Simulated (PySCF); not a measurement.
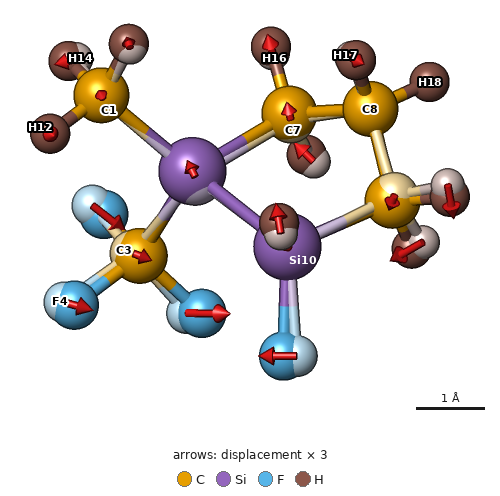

A relaxation of C₅H₁₀F₄Si₂. The starting structure is drawn faded, the final one solid; red arrows show the displacements, magnified 3 times. The two geometries are superimposed by the best rigid fit.

The picture is a ball-and-stick view, seen at a tilt.

The start comes from GFN2-xTB. Its atoms were then displaced at random by about 0.01 Å.

Theory: PBE0-D3(BJ)/def2-SVP geometry optimisation, gas phase (PySCF 2.14.0, density-fitted response routines). 

What did the optimiser do to the structure, and how much energy did it gain?

Answer. After 16 geometry steps the energy has fallen by 24.7 kJ/mol. The atom that moves furthest after the best rigid fit is an F atom (0.28 Å). Largest moves by element: F 0.28 Å, H 0.23 Å, C 0.10 Å, Si 0.10 Å. Some distances before and after: C–H 1.145 → 1.101 Å, Si–Si 2.303 → 2.341 Å, C–F 1.373 → 1.342 Å, C–Si 1.916 → 1.888 Å. Among the angles between lasting bonds that change: C–Si–Si 116.3° → 109.7°, C–Si–C 102.2° → 108.3°, F–Si–H 102.1° → 106.7°.
